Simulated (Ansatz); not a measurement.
# CH5FOSn (SMILES [CH3][SnH]([OH])[F]): MP2/def2-SVP (core potential)

Aim: the energy change on altering one bond length of CH5FOSn at MP2/def2-SVP (core potential), from 2 runs. 

The results are computed with Ansatz 0.2.0.

116 further runs of the same task are left out: 116 set aside as unsound or not needed.

## 1. Starting point

CH5FOSn has 9 atoms, charge 0, and is taken as a singlet. As SMILES, `[CH3][SnH]([OH])[F]`. Geometry: relaxed at PBE0-D4/def2-TZVP. This is one conformer, not always the lowest.

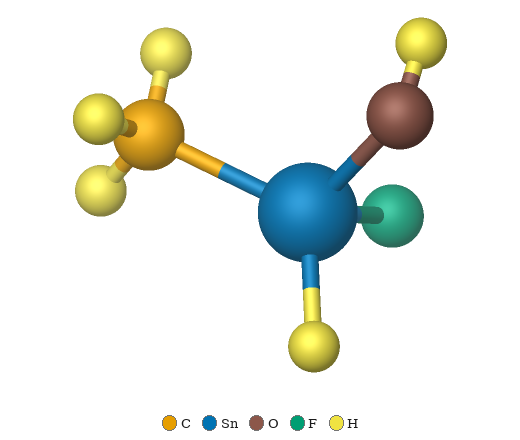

The structure, seen from a chosen angle (carbon amber, tin blue, oxygen brown, fluorine teal, hydrogen yellow).

## 2. The energy at MP2/def2-SVP (core potential)

Input file run.yaml:

```yaml
crystal:
  periodic: [false, false, false]
  atoms:
    - {symbol: C, position_ang: [-0.348000, 1.320900, -0.172600]}
    - {symbol: Sn, position_ang: [-0.271200, -0.757400, 0.237600]}
    - {symbol: O, position_ang: [1.527400, -1.346400, 0.725000]}
    - {symbol: F, position_ang: [-0.613200, -1.596000, -1.464600]}
    - {symbol: H, position_ang: [-1.361700, 1.603400, -0.455800]}
    - {symbol: H, position_ang: [-0.043600, 1.885400, 0.708500]}
    - {symbol: H, position_ang: [0.329800, 1.539100, -0.997600]}
    - {symbol: H, position_ang: [-1.308700, -1.477000, 1.371800]}
    - {symbol: H, position_ang: [2.177700, -1.218400, 0.030600]}
basis:
  gaussian:
    orbitals: def2-SVP
correlation:
  method: mp2
  frozen_orbitals: {C: 1, F: 1, H: 0, O: 1, Sn: 4}
accuracy: high
```

On the command line:

```bash
$ ansatz run run.yaml --threads 1 --pin off --max-ram 3480MiB --events-out events.jsonl --progress --plain --runs-dir runs
```

The log of the run:

```text
Warning: RAYON_NUM_THREADS=1 ignored (pool sized by the plan → 1); use --threads N
Functional definition: HF
  name "HF"
  exchange = exact_x
  correlation = 0
2210 factors; integrals over basis functions are off by at most 3.4e-9 eV
mean field evaluation 1: about -11649.6811 eV, gradient 4.7e1 eV
mean field evaluation 2: about -11649.7973 eV, gradient 4.7e1 eV
mean field evaluation 4: about -11654.1897 eV, gradient 2.9e0 eV
mean field evaluation 8: about -11654.2379 eV, gradient 2.7e-1 eV
mean field evaluation 16: about -11654.2382 eV, gradient 1.5e-8 eV
mean field -11654.23816162 eV, -428.2853529132 hartree, gradient 1.9e-8 eV, S^2 0.000000; 0 other end points of the search recorded, 0 dependent functions left out
7 core orbitals not correlated: weight in the atoms' cores, before any rotation towards them, 1.000 or more for the frozen orbitals, at most 0.000 for the correlated occupied ones
reference -11654.23816162 eV, -428.2853529132 hartree; 18, 18 occupied and 68, 68 virtual orbitals, 2210 factors
second order -17.36407594 eV of doubles, -0.00000000 eV of singles
Total energy: -11671.60223756 eV, -428.9234709342 hartree
```

Wall time 4.5 s (1 thread of Arm Neoverse V1, shared host); peak memory 0.28 GiB.

## 3. The distorted shape

Input file molecule.yaml:

```yaml
crystal:
  periodic: [false, false, false]
  atoms:
    - {symbol: C, position_ang: [-0.245395, 1.572492, 0.338083]}
    - {symbol: Sn, position_ang: [-0.168595, -0.505808, 0.748283]}
    - {symbol: O, position_ang: [1.630005, -1.094808, 1.235683]}
    - {symbol: F, position_ang: [-0.613200, -1.596000, -1.464600]}
    - {symbol: H, position_ang: [-1.259095, 1.854992, 0.054883]}
    - {symbol: H, position_ang: [0.059005, 2.136992, 1.219183]}
    - {symbol: H, position_ang: [0.432405, 1.790692, -0.486917]}
    - {symbol: H, position_ang: [-1.206095, -1.225408, 1.882483]}
    - {symbol: H, position_ang: [2.280305, -0.966808, 0.541283]}
basis:
  gaussian:
    orbitals: def2-SVP
total_charge: 0
correlation:
  method: mp2
  frozen_orbitals: {C: 1, F: 1, H: 0, O: 1, Sn: 4}
accuracy: high
```

On the command line:

```bash
$ ansatz run molecule.yaml --threads 1 --pin off --max-ram 3480MiB --events-out events.jsonl --progress --plain --runs-dir runs
```

The log of the run:

```text
Warning: RAYON_NUM_THREADS=1 ignored (pool sized by the plan → 1); use --threads N
Functional definition: HF
  name "HF"
  exchange = exact_x
  correlation = 0
2171 factors; integrals over basis functions are off by at most 7.4e-9 eV
mean field evaluation 1: about -11646.6797 eV, gradient 5.1e1 eV
mean field evaluation 2: about -11646.7680 eV, gradient 5.1e1 eV
mean field evaluation 4: about -11652.2402 eV, gradient 3.3e0 eV
mean field evaluation 8: about -11652.3150 eV, gradient 3.8e-1 eV
mean field evaluation 16: about -11652.3160 eV, gradient 7.6e-7 eV
mean field -11652.31600681 eV, -428.2147150266 hartree, gradient 2.5e-8 eV, S^2 0.000000; 0 other end points of the search recorded, 0 dependent functions left out
7 core orbitals not correlated: weight in the atoms' cores, before any rotation towards them, 1.000 or more for the frozen orbitals, at most 0.000 for the correlated occupied ones
reference -11652.31600681 eV, -428.2147150266 hartree; 18, 18 occupied and 68, 68 virtual orbitals, 2171 factors
second order -17.56107725 eV of doubles, -0.00000000 eV of singles
Total energy: -11669.87708405 eV, -428.8600727122 hartree
```

Wall time 4.5 s (1 thread of Arm Neoverse V1, shared host); peak memory 0.28 GiB.

## 4. Outcome

Level: MP2/def2-SVP (core potential), 7 core orbitals frozen.

```
                                                          quantity          value
                                         first shape: total energy  -428.92347 Eh
          first shape: correlation energy (7 core orbitals frozen)     -638.1 mEh
                                     distorted shape: total energy  -428.86007 Eh
      distorted shape: correlation energy (7 core orbitals frozen)     -645.4 mEh
energy change with the Sn2–F4 bond stretched from 1.928 to 2.507 Å       1.725 eV
```

What this shows: With the Sn2–F4 bond stretched from 1.928 to 2.507 Å the energy rises by 1.73 eV (40 kcal/mol). The first shape isn't relaxed at this level, so the change isn't measured from a minimum.
